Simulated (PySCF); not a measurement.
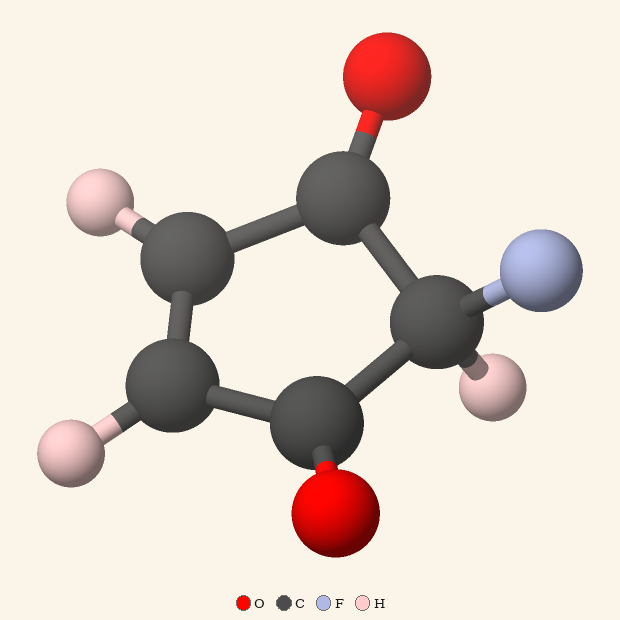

The geometry was computed by an optimisation with PBE0-D3(BJ)/def2-SVP. No frequency run is at hand to confirm it as a minimum. Program: PySCF 2.14.0.

At this fixed geometry, give dipole (D), HOMO energy (eV), HOMO–LUMO gap (eV) at these levels: B3LYP/pcJ-1; CAM-B3LYP/def2-SVPD; PBE0/pcSseg-1; WP04/pcSseg-2.

```json
{"level": "B3LYP/pcJ-1", "dipole (D)": "3.99", "HOMO energy (eV)": "−7.53", "HOMO–LUMO gap (eV)": "4.21"}
{"level": "CAM-B3LYP/def2-SVPD", "dipole (D)": "4.27", "HOMO energy (eV)": "−9.37", "HOMO–LUMO gap (eV)": "7.29"}
{"level": "PBE0/pcSseg-1", "dipole (D)": "3.96", "HOMO energy (eV)": "−7.79", "HOMO–LUMO gap (eV)": "4.65"}
{"level": "WP04/pcSseg-2", "dipole (D)": "4.31", "HOMO energy (eV)": "−9.02", "HOMO–LUMO gap (eV)": "3.66"}
```
